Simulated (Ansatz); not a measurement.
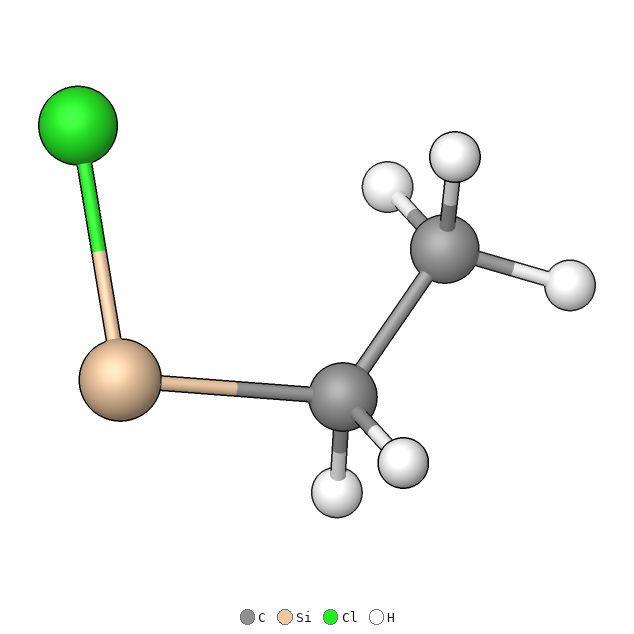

Every bond is drawn as one stick, whatever its order.

> Count the atoms of each element.

C₂H₅ClSi, 9 atoms: 2 carbon, 5 hydrogen, 1 chlorine and 1 silicon.

> Describe its rings.

It has no ring.

The parts below concern this one geometry. Atoms keep their numbers from picture to picture. Computed geometry: PBE0-D4/def2-TZVP optimisation.

Shape

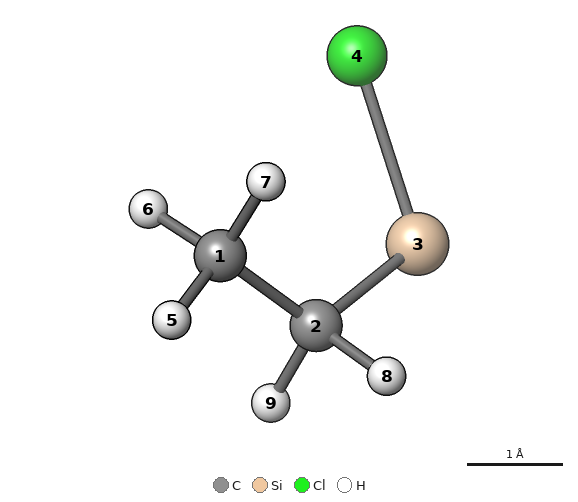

The atoms are numbered.

Which atoms are bonded, and how long are the bonds?

| bond | length (Å) | order |
| --- | --- | --- |
| C1–C2 | 1.519 | single |
| C1–H5 | 1.093 | single |
| C1–H6 | 1.092 | single |
| C1–H7 | 1.092 | single |
| C2–Si3 | 1.893 | single |
| C2–H8 | 1.103 | single |
| C2–H9 | 1.103 | single |
| Si3–Cl4 | 2.091 | single |

Electronic properties

Properties computed with RKS PBE0-D4/def2-SVP (Ansatz 0.2.0).

> What is the HOMO–LUMO gap?

4.19 eV.

> Estimate the HOMO energy (Kohn–Sham orbital).

−6.49 eV.

> What is the dispersion correction?

−17.1 kJ/mol.

Vibrations

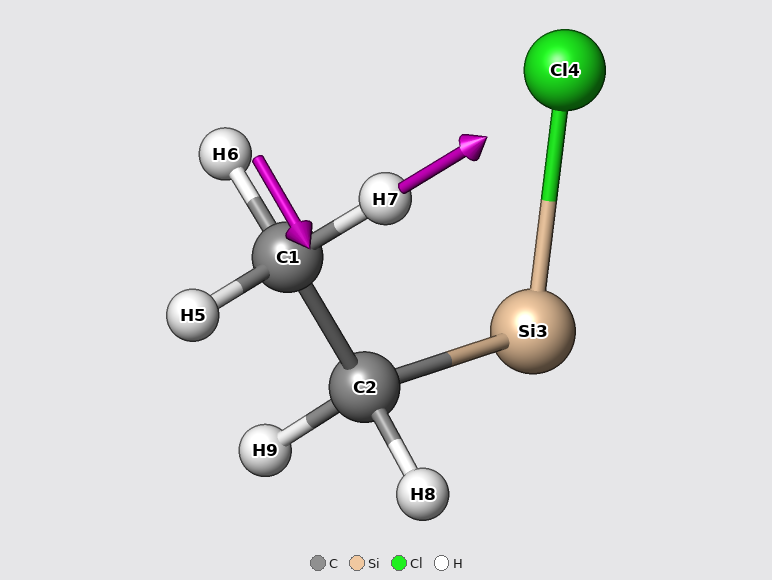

The arrows show one normal mode. Harmonic vibrations computed with RKS PBE0-D4/def2-TZVP (Ansatz 0.2.0) at a stationary point of the same level.

> What kind of motion is it?

Mostly out-of-phase stretching of 2 C–H bonds.

> At what wavenumber does it lie?

3132 cm⁻¹; it is mode 21 of 21 counted from the lowest.

Dipole moment

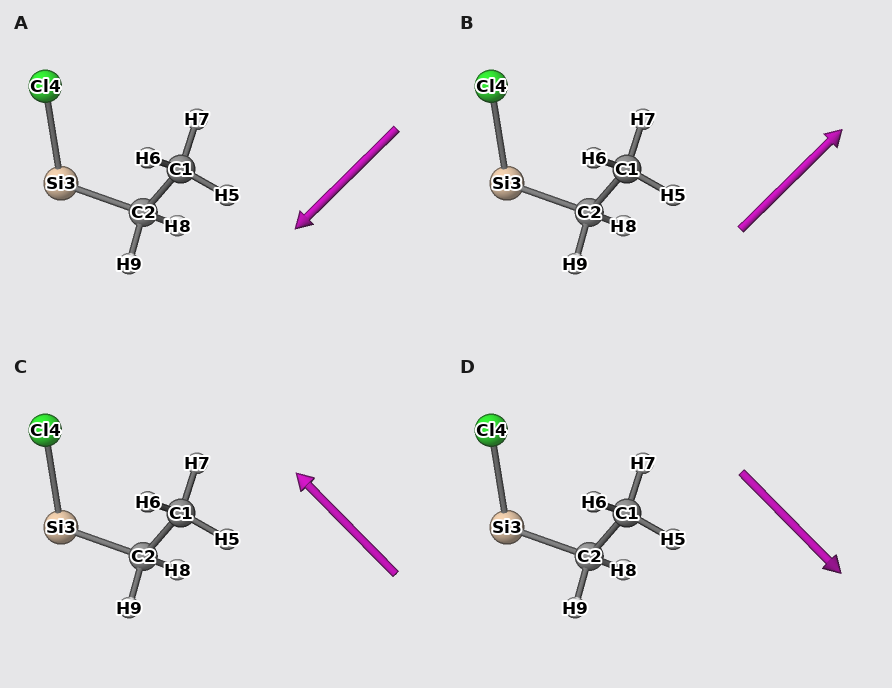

The same molecule four times, each with an arrow. Method: RKS B3LYP-D4/def2-TZVPP (Ansatz 0.2.0).

> Which arrow points along the dipole moment, from the negative to the positive end?

D. The dipole moment is 1.82 D; it points from the side of Cl4 to the side of H5 (the outermost atoms at the two ends).
